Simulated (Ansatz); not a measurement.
# How Sc(0001) screens a field

Wanted: the response of a Sc(0001) slab to a perpendicular field.

Main program and level: Ansatz 0.2.0; plane-wave DFT, PBE, Ansatz PAW.

### 1. The starting structure

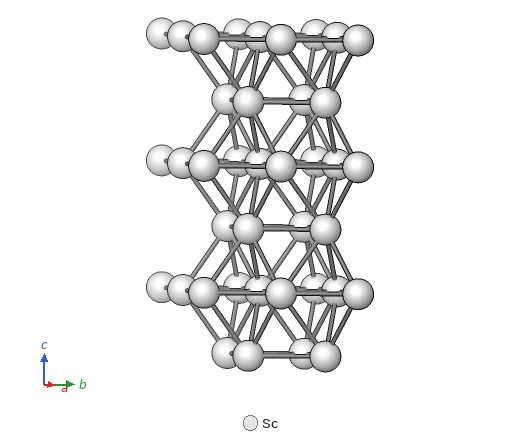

The cell as given, from the side, with the c axis up (scandium white). 2×2×1 cells are drawn. Some periodic images of atoms are drawn too.

The cell holds 6 atoms: 6 Sc. Cell: a = 3.310 Å, b = 3.310 Å, c = 31.190 Å, α = 90.0°, β = 90.0°, γ = 60.0°. Vacuum lies along c.

### 2. Atoms held, field 0

A sawtooth potential applies the field, turning back in the middle of the vacuum. With the dipole correction the typed value is the field outside the slab. The induced dipole is small, so the SCF threshold is tight.

The input, input.yaml:

```yaml
crystal:
  lattice:
    - [3.31, 0.0, 0.0]
    - [1.655, 2.8665440865, 0.0]
    - [0.0, 0.0, 31.19035]
  atoms:
    - { symbol: Sc, position: [0.6666666667, 0.6666666667, 0.2885507857] }
    - { symbol: Sc, position: [0.0, 0.0, 0.3731304714] }
    - { symbol: Sc, position: [0.6666666667, 0.6666666667, 0.4577101571] }
    - { symbol: Sc, position: [0.0, 0.0, 0.5422898429] }
    - { symbol: Sc, position: [0.6666666667, 0.6666666667, 0.6268695286] }
    - { symbol: Sc, position: [0.0, 0.0, 0.7114492143] }
kpoints:
  mp_grid: { grid: [18, 18, 1] }
hamiltonian:
  xc: pbe
scf:
  occupations: { method: fermi_dirac, width: 0.1 }
  convergence: { dr2_threshold: 1.0e-10 }
efield:
  axis: 3
  dipole_correction: true
  ramp_position: 0.97
  ramp_width: 0.06
  amplitude: 0
output:
  forces: true
  write_potential: true
  write_density: true
  volumetric_format: npy
```

Started as:

```bash
$ ansatz run input.yaml --threads 2 --pin off --max-ram 3072MiB --backend cpu --events-out ev --progress --plain --runs-dir out
```

Numbers of over 12 decimals in the logs are rounded to 6 here.

What it wrote:

```text
Engine: ansatz 0.2.0, aarch64-unknown-linux-gnu
Pseudopotentials: kind: paw
Pseudopotential: Sc, paw, valence charge 11, recommended cutoff 420 eV (normal), Sc.paw.azcp
Functional definition: PBE
  parameter kappa = 0.804
  parameter beta = 0.066725
  exchange = pbe_x(kappa = kappa, mu = beta*pi^2/3)
  correlation = pbe_c(beta = beta)
Crystal: 6 atoms, lattice volume = 295.942 Å³
Basis set: ecut = 420 eV, 5877 PW (Γ), exchange–correlation on 48×48×432 points (8 copies of the dense FFT grid, shifted against one another)
Bands: 40, of which v1, the nominal top of the filled ones, is band 33 counted from 1 (32 counted from 0)
Symmetry: 6 space group operations
k-points: 37 of 324 (time reversal used)
Non-local potential: Sc, projectors of the file, l = 0: 3, l = 1: 2, l = 2: 3, l = 3: 1
PAW form: soft (Blöchl's): semilocal exchange-correlation on the pseudo side does not see the compensation charge
PAW one-centre angular grid: Sc, 590 points (default); XC on 64 Gauss nodes
Initial density: superposition of atomic densities (neutral atoms: chi_scale 0, normalization atom), corrected by the library's trained network
Initial wavefunctions: pseudopotential atomic-orbital guess
Functional: x = pbe(κ = 0.804, μ = 0.219515), c = pbe(β = 0.066725)
SCF iter   1: F=—  HF=-12813.547893 eV  |F-HF|=—  |Δ(HF+E_count)|=         —  Δρ=2.43e-3  dr2=1.07e-1  ethr=1.77e-3  p=0.000 e·Å  D=1.37e-13 V/Å  ΔV_dip=-0.00 eV  dr2_dipole=1.64e-7  V_vac-E_F(+/−)=3.51/3.51 eV  ⟨swp⟩=7.7  Hψ=14737  notcnv=0
efield: sawtooth ramp at fractional position 0.9700 (set: `efield.ramp_position`, or a place that a band, a saddle search or an elastic batch's reference lends), width 0.0600; the density the first Hamiltonian is built on has a dipole p = 0.000 e·Å; the dipole correction subtracts the counter field D = 1.37e-13 V/Å, which shifts the + side's vacuum level by -0.00 eV against the − side's; the planar-averaged density in the ramp window peaks in size at 2.8e-5 e/Å³
automatic band count: the SCF goes on with 47 bands, as 40 were too few: the levels above may hold too much charge
preconditioner: auto → LDOS  [metal: Δε(μ)=0.001 eV  Ē_g=2.459 eV  σ=0.100 eV  W_gap=0.00  n_scr=20 (ndim 8)  ℏωp=9.2 eV  f_vac=0.438  D(μ)=13.91/eV (n_scr^D=142)  β→1.0]
SCF iter   2: F=—  HF=-12813.546844 eV  |F-HF|=—  |Δ(HF+E_count)|=   1.05e-3  Δρ=1.05e-3  dr2=6.10e-3  ethr=1.62e-4  p=-0.000 e·Å  D=-1.04e-5 V/Å  ΔV_dip=0.00 eV  dr2_dipole=8.92e-8  V_vac-E_F(+/−)=3.59/3.59 eV  ⟨swp⟩=1.7  Hψ=2089  notcnv=0
SCF iter   3: F=—  HF=-12813.546829 eV  |F-HF|=—  |Δ(HF+E_count)|=   1.53e-5  Δρ=2.85e-4  dr2=4.49e-4  ethr=9.24e-6  p=-0.000 e·Å  D=-8.49e-7 V/Å  ΔV_dip=0.00 eV  dr2_dipole=6.41e-8  V_vac-E_F(+/−)=3.61/3.61 eV  ⟨swp⟩=2.3  Hψ=2606  notcnv=0
SCF iter   4: F=—  HF=-12813.546851 eV  |F-HF|=—  |Δ(HF+E_count)|=   2.24e-5  Δρ=1.87e-4  dr2=1.81e-4  ethr=6.81e-7  p=-0.000 e·Å  D=-1.64e-6 V/Å  ΔV_dip=0.00 eV  dr2_dipole=4.86e-9  V_vac-E_F(+/−)=3.63/3.63 eV  ⟨swp⟩=2.1  Hψ=2813  notcnv=0
SCF iter   5: F=—  HF=-12813.546824 eV  |F-HF|=—  |Δ(HF+E_count)|=   2.72e-5  Δρ=3.94e-5  dr2=1.22e-5  ethr=2.74e-7  p=0.000 e·Å  D=1.39e-8 V/Å  ΔV_dip=-0.00 eV  dr2_dipole=1.46e-9  V_vac-E_F(+/−)=3.64/3.64 eV  ⟨swp⟩=2.0  Hψ=2737  notcnv=0
SCF iter   6: F=—  HF=-12813.546849 eV  |F-HF|=—  |Δ(HF+E_count)|=   2.51e-5  Δρ=1.35e-5  dr2=2.18e-6  ethr=1.84e-8  p=0.000 e·Å  D=1.11e-7 V/Å  ΔV_dip=-0.00 eV  dr2_dipole=1.96e-14  V_vac-E_F(+/−)=3.64/3.64 eV  ⟨swp⟩=2.1  Hψ=2442  notcnv=0
SCF iter   7: F=—  HF=-12813.546837 eV  |F-HF|=—  |Δ(HF+E_count)|=   1.24e-5  Δρ=7.93e-6  dr2=8.39e-7  ethr=3.30e-9  p=0.000 e·Å  D=7.09e-8 V/Å  ΔV_dip=-0.00 eV  dr2_dipole=2.41e-10  V_vac-E_F(+/−)=3.65/3.65 eV  ⟨swp⟩=2.2  Hψ=2342  notcnv=0
SCF iter   8: F=—  HF=-12813.546837 eV  |F-HF|=—  |Δ(HF+E_count)|=   1.26e-8  Δρ=2.87e-6  dr2=7.88e-8  ethr=1.27e-9  p=0.000 e·Å  D=4.66e-8 V/Å  ΔV_dip=-0.00 eV  dr2_dipole=7.26e-13  V_vac-E_F(+/−)=3.65/3.65 eV  ⟨swp⟩=2.1  Hψ=2368  notcnv=0
SCF iter   9: F=—  HF=-12813.546837 eV  |F-HF|=—  |Δ(HF+E_count)|=   8.89e-9  Δρ=7.80e-7  dr2=6.91e-9  ethr=1.19e-10  p=0.000 e·Å  D=2.62e-8 V/Å  ΔV_dip=-0.00 eV  dr2_dipole=2.40e-12  V_vac-E_F(+/−)=3.65/3.65 eV  ⟨swp⟩=2.3  Hψ=2425  notcnv=0
SCF iter  10: F=—  HF=-12813.546837 eV  |F-HF|=—  |Δ(HF+E_count)|=   3.95e-9  Δρ=2.63e-7  dr2=3.10e-10  ethr=1.05e-11  p=0.000 e·Å  D=7.44e-9 V/Å  ΔV_dip=-0.00 eV  dr2_dipole=7.87e-14  V_vac-E_F(+/−)=3.65/3.65 eV  ⟨swp⟩=2.5  Hψ=2390  notcnv=0
SCF iter  11: F=-12813.546837 eV  HF=-12813.546837 eV  |F-HF|=7.28e-12  |Δ(HF+E_count)|=  3.89e-10  Δρ=8.45e-8  dr2=1.93e-11  ethr=1.00e-12  p=0.000 e·Å  D=7.48e-9 V/Å  ΔV_dip=-0.00 eV  dr2_dipole=2.85e-13  V_vac-E_F(+/−)=3.65/3.65 eV  ⟨swp⟩=15.2  Hψ=8468  notcnv=0
SCF 1 converged in 11 iterations: F = -12813.546837 eV  dr2 = 1.93e-11
  greatest PAW one-centre occupation: 0.998 electrons in one spin orbital (limit 2), on the Sc atom at site 3 (counted from 0), in its partial waves of l = 0
WARN: The output density's exchange-correlation potential varies sharply where the density is thin. Do not read a vacuum level from v_tot or v_xc, or from such a field of the output density. On a cell that repeats whose density bears no net charge and no dipole along the vacuum's axis use v_es (v_loc + v_h of the components); under efield.dipole_correction with no amplitude use v_es + v_field, which holds any externa [...]
SCF converged after 11 iterations
Free energy (F): -12813.546837 eV
Harris-Foulkes:  -12813.546837 eV  (|F-HF|=7.28e-12)
Internal energy: -12813.094199 eV  (E = F + TS)
E sigma→0 (E₀):  -12813.320518 eV
Entropy (-TS):   -0.452638 eV (-75.440 meV/atom)
Fermi energy:    2.949410 eV
Dipole field:    D = 0.000001 V/Å  (p = 0.000001 e·Å, saw-weighted, corrected)
Work function:   Φ+ = 3.6465 eV   Φ− = 3.6465 eV
Levels:          The Fermi level and band energies are counted from a zero that moves with the ramp; work functions are not
--- Per-component energies (eV) ---
  E_band       = -1436.250307
  E_kinetic    = 1557.728072
  E_local      = -58570.466367  (includes V_loc(G=0)·N_el)
  E_nonlocal   = 500.234362
  E_hartree    = 28270.734034
  E_xc         = -621.613498
  E_vxc        = -768.995186  (∫ρ·V_xc dr)
  E_paw        = -5732.853417  (= ΣΔE_a)
  E_vpaw       = -696.219294  (= ΣTr[D̂ρ^β])
  E_aug_tail   = 0.000065  (compensation charges beyond the density's cutoff)
  E_efield     = 0.000000  (sawtooth field / dipole correction)
  E_vefield    = 0.000000  (∫n·V_field dr)
  E_ewald      = 21783.142550
  E_smearing   = -0.452638  (= −TS)
  E_closure    = -0.000000  (closes the sum)
  Σ components = -12813.546837   (vs F -12813.546837, Δ=0.00e0)
--- Forces (eV/Å), atoms counted from 1 ---
  atom   1  Sc     0.00000000     0.00000000     0.24726764
  atom   2  Sc    -0.00000000    -0.00000000    -0.18205703
  atom   3  Sc    -0.00000000     0.00000000     0.02280994
  atom   4  Sc     0.00000000    -0.00000000    -0.02280994
  atom   5  Sc     0.00000000     0.00000000     0.18205685
  atom   6  Sc    -0.00000000    -0.00000000    -0.24726755
  max |Σ_I F_I| component: 7.89e-8 eV/Å
--- Band table (eV; the first three rows and the last of 37) ---
  k-point 0: bands = [... 29 lower, 1.0723, 3.0385, 3.0460, 3.3628, 3.5194, 3.8549, 4.2485, 4.3185, ... 10 higher]
  k-point 1: bands = [... 29 lower, 1.1308, 3.0440, 3.0539, 3.3170, 3.4924, 3.8410, 4.2001, 4.2540, ... 10 higher]
  k-point 2: bands = [... 29 lower, 1.2998, 3.0424, 3.0577, 3.2049, 3.4325, 3.8105, 4.0588, 4.0783, ... 10 higher]
  k-point 36: bands = [... 29 lower, 2.5409, 2.5409, 2.5444, 2.5487, 2.9231, 2.9231, 3.2660, 3.2660, ... 10 higher]
```

It took 37 s on 2 threads of Arm Neoverse V1, shared host; peak memory 0.71 GiB.

Numbers from this step:

| Quantity | Value |
| --- | --- |
| energy at zero smearing | -12813.3205 eV |
| work function, upper face | 3.646 eV |
| dipole along the normal | 9.78e-7 e·Å |

Running mean over 2.63807 Å of the planar mean; the ramp of the sawtooth is left out. The electron's electrostatic potential energy less the Fermi level by z:

```csv
z (Å),electron's electrostatic potential energy less the Fermi level (eV)
4,3.64
5,3.61
6,3.38
7,1.88
8,-3.48
9,-5.55
10,-5.26
11,-5.16
12,-5.20
13,-5.24
14,-5.24
15,-5.24
16,-5.24
17,-5.24
18,-5.24
19,-5.21
20,-5.16
21,-5.22
22,-5.53
23,-4.33
24,1.17
25,3.27
26,3.60
27,3.64
28,3.65
```

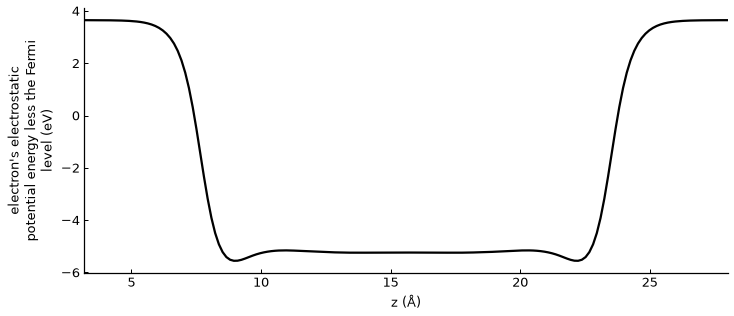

Electron's electrostatic potential energy less the Fermi level, plotted against z.

Force by atom:

```csv
atom,x (eV/Å),y (eV/Å),z (eV/Å),size
Sc1,0.000,0.000,0.247,0.247
Sc2,0.000,0.000,-0.182,0.182
Sc3,0.000,0.000,0.023,0.023
Sc4,0.000,0.000,-0.023,0.023
Sc5,0.000,0.000,0.182,0.182
Sc6,0.000,0.000,-0.247,0.247
```

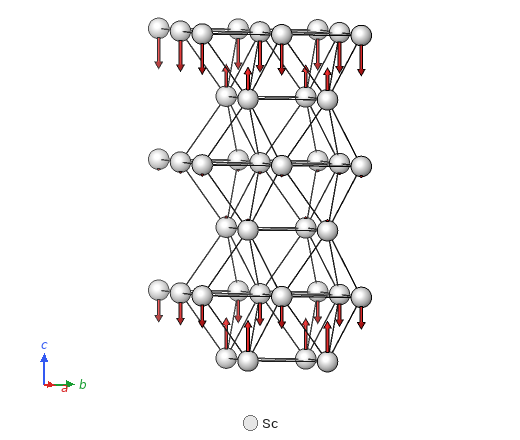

Force as arrows, the longest 0.247 eV/Å. 2×2×1 cells are drawn. Some periodic images of atoms are drawn too.

The work function of the upper face is 3.65 eV.

### 3. Atoms held, field 0.05 V/Å

input.yaml, as its differences from that of step 2:

```diff
@@ -24,3 +24,3 @@
   ramp_width: 0.06
-  amplitude: 0
+  amplitude: 0.05
 output:
```

What it wrote:

```text
[...]
Crystal: 6 atoms, lattice volume = 295.942 Å³
Basis set: ecut = 420 eV, 5877 PW (Γ), exchange–correlation on 48×48×432 points (8 copies of the dense FFT grid, shifted against one another)
Bands: 40, of which v1, the nominal top of the filled ones, is band 33 counted from 1 (32 counted from 0)
Symmetry: 6 space group operations
k-points: 37 of 324 (time reversal used)
[...]
k-point 0: bands = [... 29 lower, 1.0719, 3.0312, 3.0527, 3.3625, 3.5191, 3.8545, 4.2482, 4.3181, ... 10 higher]
  k-point 1: bands = [... 29 lower, 1.1305, 3.0381, 3.0593, 3.3167, 3.4921, 3.8406, 4.1998, 4.2536, ... 10 higher]
  k-point 2: bands = [... 29 lower, 1.2995, 3.0393, 3.0601, 3.2046, 3.4322, 3.8102, 4.0584, 4.0780, ... 10 higher]
  k-point 36: bands = [... 29 lower, 2.5404, 2.5407, 2.5441, 2.5484, 2.9226, 2.9231, 3.2653, 3.2661, ... 10 higher]
[key lines of the parts left out:]
SCF converged after 15 iterations
Free energy (F): -12813.548043 eV
Fermi energy:    2.949075 eV
Dipole field:    D = 0.029499 V/Å  (p = 0.048245 e·Å, saw-weighted, corrected)
```

It took 47 s on 2 threads; peak memory 0.7 GiB.

The dipole is 0.0482 e·Å.

### 4. Single point, field -0.05 V/Å

input.yaml, as its differences from that of step 3:

```diff
@@ -24,3 +24,3 @@
   ramp_width: 0.06
-  amplitude: 0.05
+  amplitude: -0.05
 output:
```

What it wrote:

```text
[...]
Crystal: 6 atoms, lattice volume = 295.942 Å³
Basis set: ecut = 420 eV, 5877 PW (Γ), exchange–correlation on 48×48×432 points (8 copies of the dense FFT grid, shifted against one another)
Bands: 40, of which v1, the nominal top of the filled ones, is band 33 counted from 1 (32 counted from 0)
Symmetry: 6 space group operations
k-points: 37 of 324 (time reversal used)
[...]
k-point 0: bands = [... 29 lower, 1.0719, 3.0312, 3.0527, 3.3625, 3.5191, 3.8545, 4.2482, 4.3181, ... 10 higher]
  k-point 1: bands = [... 29 lower, 1.1305, 3.0381, 3.0593, 3.3167, 3.4921, 3.8406, 4.1998, 4.2536, ... 10 higher]
  k-point 2: bands = [... 29 lower, 1.2995, 3.0393, 3.0601, 3.2046, 3.4322, 3.8102, 4.0584, 4.0780, ... 10 higher]
  k-point 36: bands = [... 29 lower, 2.5404, 2.5407, 2.5441, 2.5484, 2.9226, 2.9231, 3.2653, 3.2661, ... 10 higher]
[key lines of the parts left out:]
SCF converged after 15 iterations
Free energy (F): -12813.548043 eV
Fermi energy:    2.949075 eV
Dipole field:    D = -0.029499 V/Å  (p = -0.048245 e·Å, saw-weighted, corrected)
```

Run time: 48 s. Hardware: 2 threads; peak memory 0.7 GiB; 96 s of CPU time.

The dipole is -0.0482 e·Å.

### 5. Atoms held, field 0.1 V/Å

input.yaml, as its differences from that of step 4:

```diff
@@ -24,3 +24,3 @@
   ramp_width: 0.06
-  amplitude: -0.05
+  amplitude: 0.1
 output:
```

What it wrote:

```text
[...]
Crystal: 6 atoms, lattice volume = 295.942 Å³
Basis set: ecut = 420 eV, 5877 PW (Γ), exchange–correlation on 48×48×432 points (8 copies of the dense FFT grid, shifted against one another)
Bands: 40, of which v1, the nominal top of the filled ones, is band 33 counted from 1 (32 counted from 0)
Symmetry: 6 space group operations
k-points: 37 of 324 (time reversal used)
[...]
k-point 0: bands = [... 29 lower, 1.0710, 3.0206, 3.0615, 3.3615, 3.5181, 3.8535, 4.2472, 4.3170, ... 10 higher]
  k-point 1: bands = [... 29 lower, 1.1295, 3.0284, 3.0671, 3.3157, 3.4911, 3.8396, 4.1987, 4.2526, ... 10 higher]
  k-point 2: bands = [... 29 lower, 1.2985, 3.0327, 3.0647, 3.2037, 3.4312, 3.8092, 4.0573, 4.0771, ... 10 higher]
  k-point 36: bands = [... 29 lower, 2.5393, 2.5399, 2.5431, 2.5474, 2.9213, 2.9223, 3.2638, 3.2656, ... 10 higher]
[key lines of the parts left out:]
SCF converged after 15 iterations
Free energy (F): -12813.551662 eV
Fermi energy:    2.948072 eV
Dipole field:    D = 0.059001 V/Å  (p = 0.096495 e·Å, saw-weighted, corrected)
```

It took 48 s on 2 threads; peak memory 0.7 GiB; 96 s of CPU time.

The dipole is 0.0965 e·Å.

### 6. Single point, field -0.1 V/Å

input.yaml, as its differences from that of step 5:

```diff
@@ -24,3 +24,3 @@
   ramp_width: 0.06
-  amplitude: 0.1
+  amplitude: -0.1
 output:
```

What it wrote:

```text
[...]
Crystal: 6 atoms, lattice volume = 295.942 Å³
Basis set: ecut = 420 eV, 5877 PW (Γ), exchange–correlation on 48×48×432 points (8 copies of the dense FFT grid, shifted against one another)
Bands: 40, of which v1, the nominal top of the filled ones, is band 33 counted from 1 (32 counted from 0)
Symmetry: 6 space group operations
k-points: 37 of 324 (time reversal used)
[...]
k-point 0: bands = [... 29 lower, 1.0710, 3.0206, 3.0615, 3.3615, 3.5181, 3.8535, 4.2472, 4.3170, ... 10 higher]
  k-point 1: bands = [... 29 lower, 1.1295, 3.0284, 3.0671, 3.3157, 3.4911, 3.8396, 4.1987, 4.2526, ... 10 higher]
  k-point 2: bands = [... 29 lower, 1.2985, 3.0327, 3.0647, 3.2037, 3.4313, 3.8092, 4.0573, 4.0771, ... 10 higher]
  k-point 36: bands = [... 29 lower, 2.5393, 2.5399, 2.5431, 2.5474, 2.9213, 2.9223, 3.2638, 3.2656, ... 10 higher]
[key lines of the parts left out:]
SCF converged after 16 iterations
Free energy (F): -12813.551662 eV
Fermi energy:    2.948073 eV
Dipole field:    D = -0.059004 V/Å  (p = -0.096500 e·Å, saw-weighted, corrected)
```

Elapsed: 48 s, on 2 threads; peak memory 0.7 GiB; 96 s of CPU time.

The dipole is -0.0965 e·Å.

### 7. Atoms held, field 0.2 V/Å

input.yaml, as its differences from that of step 6:

```diff
@@ -24,3 +24,3 @@
   ramp_width: 0.06
-  amplitude: -0.1
+  amplitude: 0.2
 output:
```

What it wrote:

```text
[...]
Crystal: 6 atoms, lattice volume = 295.942 Å³
Basis set: ecut = 420 eV, 5877 PW (Γ), exchange–correlation on 48×48×432 points (8 copies of the dense FFT grid, shifted against one another)
Bands: 40, of which v1, the nominal top of the filled ones, is band 33 counted from 1 (32 counted from 0)
Symmetry: 6 space group operations
k-points: 37 of 324 (time reversal used)
[...]
k-point 0: bands = [... 29 lower, 1.0670, 2.9971, 3.0778, 3.3574, 3.5141, 3.8495, 4.2431, 4.3123, ... 10 higher]
  k-point 1: bands = [... 29 lower, 1.1255, 3.0063, 3.0819, 3.3116, 3.4871, 3.8356, 4.1946, 4.2485, ... 10 higher]
  k-point 2: bands = [... 29 lower, 1.2945, 3.0156, 3.0739, 3.2000, 3.4275, 3.8052, 4.0530, 4.0732, ... 10 higher]
  k-point 36: bands = [... 29 lower, 2.5350, 2.5362, 2.5390, 2.5434, 2.9168, 2.9189, 3.2590, 3.2624, ... 10 higher]
[key lines of the parts left out:]
SCF converged after 16 iterations
Free energy (F): -12813.566140 eV
Fermi energy:    2.944040 eV
Dipole field:    D = 0.118045 V/Å  (p = 0.193061 e·Å, saw-weighted, corrected)
```

The job ended after 47 s (2 threads; peak memory 0.7 GiB; 94 s of CPU time).

The dipole is 0.193 e·Å.

### 8. Atoms held, field -0.2 V/Å

input.yaml, as its differences from that of step 7:

```diff
@@ -24,3 +24,3 @@
   ramp_width: 0.06
-  amplitude: 0.2
+  amplitude: -0.2
 output:
```

What it wrote:

```text
[...]
Crystal: 6 atoms, lattice volume = 295.942 Å³
Basis set: ecut = 420 eV, 5877 PW (Γ), exchange–correlation on 48×48×432 points (8 copies of the dense FFT grid, shifted against one another)
Bands: 40, of which v1, the nominal top of the filled ones, is band 33 counted from 1 (32 counted from 0)
Symmetry: 6 space group operations
k-points: 37 of 324 (time reversal used)
[...]
k-point 0: bands = [... 29 lower, 1.0670, 2.9971, 3.0778, 3.3574, 3.5141, 3.8495, 4.2431, 4.3123, ... 10 higher]
  k-point 1: bands = [... 29 lower, 1.1255, 3.0063, 3.0819, 3.3116, 3.4871, 3.8356, 4.1946, 4.2485, ... 10 higher]
  k-point 2: bands = [... 29 lower, 1.2945, 3.0156, 3.0739, 3.2000, 3.4275, 3.8052, 4.0530, 4.0732, ... 10 higher]
  k-point 36: bands = [... 29 lower, 2.5350, 2.5362, 2.5390, 2.5434, 2.9168, 2.9189, 3.2590, 3.2624, ... 10 higher]
[key lines of the parts left out:]
SCF converged after 16 iterations
Free energy (F): -12813.566140 eV
Fermi energy:    2.944040 eV
Dipole field:    D = -0.118045 V/Å  (p = -0.193061 e·Å, saw-weighted, corrected)
```

Elapsed: 47 s, on 2 threads; peak memory 0.7 GiB.

The dipole is -0.193 e·Å.

(Continued in part 2 of 2.)

[Logs are printed without paths, hosts, clocks, repeated set-up lines and the standing remarks that a program may print on its own settings, such as how far it seeks lower states.]

[Hosts, paths, dates, database ids (printed as entryN), source tags and the programs' standing remarks are cut or masked in the printed files.]

[Maps of the electrostatic potential energy from Ansatz leave out the sawtooth potential of an applied field or a dipole correction, so their vacuum need not be flat; planar profiles and work functions include it.]
